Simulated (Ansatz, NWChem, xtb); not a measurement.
**Loss of H2O: C3H8O → C3H6 + H2O**

Species: C3H8O (1-propanol) `CCCO`, singlet; C3H6 (propene) `C=CC`, singlet; H2O (water) `O`, singlet. 

Shapes, held fixed at every level: PBE0-D4/def2-TZVP. Flexible molecules stand in one conformer, not always the lowest. Programs: Ansatz 0.2.0, NWChem 7.3.0, xtb 6.7.1. The zero-point and thermal change to 298 K, harmonic and unscaled (PBE0-D4/def2-TZVP), is -13.8 kJ/mol.

**What was measured.** Tabulated heats of formation (Active Thermochemical Tables, CRC Handbook of Chemistry and Physics): C3H8O -255.1 (CRC); C3H6 +20.4 (ATcT); H2O -241.8 (ATcT) kJ/mol, which give ΔH(298 K) = +33.6 kJ/mol.

| level | kind | ΔH (kJ/mol) | computed − measured |
| --- | --- | --- | --- |
| GFN1-xTB | semi-empirical | +105.5 | +71.8 |
| PBE0/def2-SVP | global hybrid | +77.0 | +43.3 |
| BHLYP-D4/def2-TZVPP | global hybrid | +43.3 | +9.7 |
| r2SCAN0-D4/def2-TZVPP | global hybrid | +52.1 | +18.5 |
| wB97M-V/def2-TZVPP | range-separated hybrid | +42.9 | +9.2 |
| MP2/def2-SVP | perturbation theory | +58.7 | +25.1 |
| CCSD(T)/def2-SVP | coupled cluster or CI | +54.3 | +20.7 |
| CCSD(T)/def2-TZVPP | coupled cluster or CI | +36.4 | +2.7 |
| CCSD(T)/CBS estimate | coupled cluster or CI | +33.2 | -0.4 |

Nearest: CCSD(T)/CBS estimate (-0.4); farthest: GFN1-xTB (+71.8). 4 of 9 levels lie within 10 kJ/mol. The CBS estimate extrapolates MP2 from def2-TZVPP and def2-QZVPP and adds CCSD(T) − MP2 in the triple-zeta set, cores frozen.

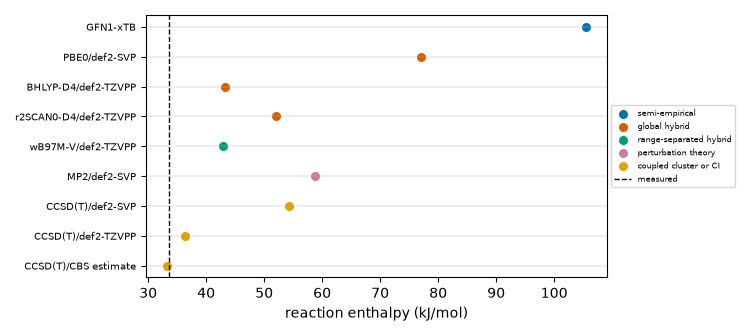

The values of the table, level by level.
